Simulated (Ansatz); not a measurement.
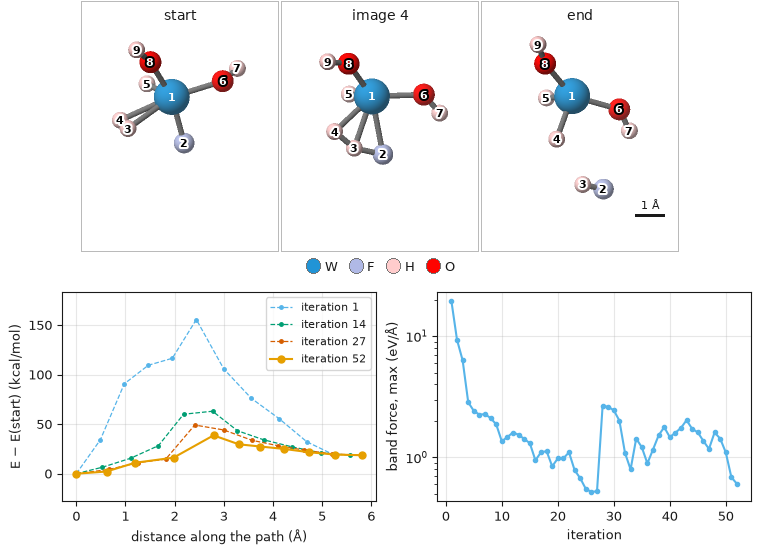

A nudged-elastic-band calculation for WH$_{5}$O$_{2}$F. Images are numbered from 0 (start) to 10 (end). The plot follows the band through its iterations. The picture is a ball-and-stick view, seen at a tilt.

All numbers below come from Ansatz, RHF/def2-SVP. Settings: 9 movable images; climbing image; force threshold 0.03 eV/Å; iteration limit 52; optimiser FIRE; starting path through a guess of the saddle point.

**How did the profile develop, and is the result final?**

The result isn't final. The band hadn't converged when the run stopped after 52 iterations. The largest component of the band force went from 19 to 0.61 eV/Å. The barrier read from it is provisional, though the highest image hardly moved in the last two iterations. The first iteration put the highest image at 155.7 kcal/mol. Forward barrier 38.7 kcal/mol, backward barrier 20.0 kcal/mol, with image 4 at the top; the reaction energy is +18.7 kcal/mol.

Limits of the set-up: Hartree-Fock leaves out electron correlation.
